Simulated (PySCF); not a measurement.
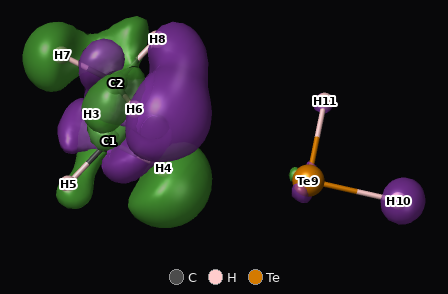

Figure 1: C₂H₈Te, SMILES `CC.[TeH2]`. Density of the complex less the densities of the two fragments at the same geometry, ±0.0008 e/Å³ (purple: gain, green: loss). Fragment A: H6C2 (atoms 1–8); fragment B: TeH2.

Computed with PySCF, TPSS/def2-SVPD, geometry: GFN2-xTB. Core potentials replace the inner electrons of Te; spin–orbit coupling isn't included. GFN2-xTB bond lengths at metals and heavier atoms can be off by up to 0.1 Å and shapes distorted, which carries into these values.

Question: Which way does charge flow?

Answer: Hirshfeld charges show almost no net transfer (under 0.005 e). 0.02 e is displaced in all, which induces a dipole of 0.11 D.

Question: What is the interaction energy, and which contacts carry it?

Answer: The counterpoise-corrected interaction energy of the frozen fragments is +0.4 kcal/mol without dispersion correction and −1.4 kcal/mol with D3(BJ). The pair geometry is semi-empirical, not a minimum at this level. Contacts: H4···Te9, 3.35 Å, ρ = 0.005 a.u.; H6···Te9, 3.34 Å, ρ = 0.004 a.u. The pose is a local one from a semi-empirical search, not shown to be the most stable.

Run time: 100 s on 1 thread of Arm Neoverse V2, on a shared host, peak memory 0.58 GiB.
